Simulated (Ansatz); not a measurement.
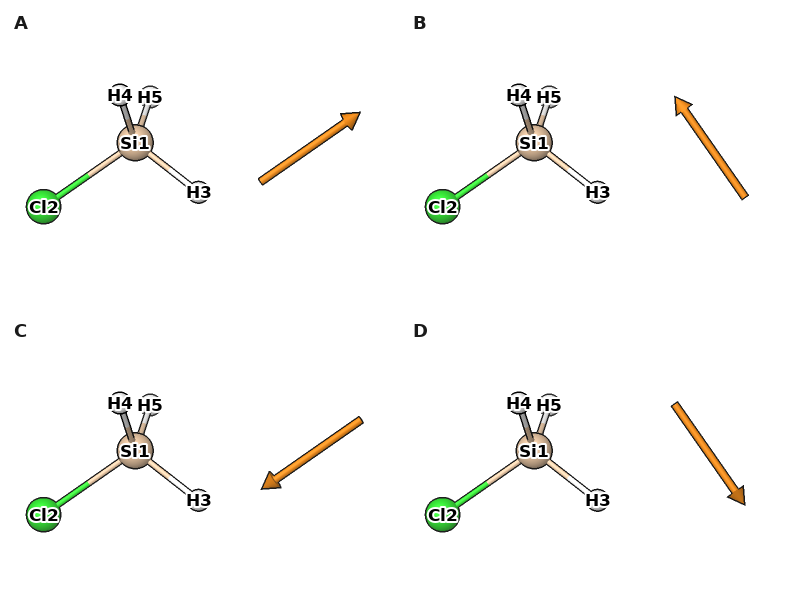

The same molecule four times, each with an arrow. Computed geometry: PBE0-D4/def2-TZVP optimisation. No frequency run is at hand to confirm it as a minimum. Method: RKS PBE0-D4/def2-TZVP (Ansatz 0.2.0).

Which arrow points along the dipole moment, from the negative to the positive end?

Answer. A. The dipole moment is 1.26 D; it points from the side of Cl2 to the side of H3, H4, H5 (the outermost atoms at the two ends).
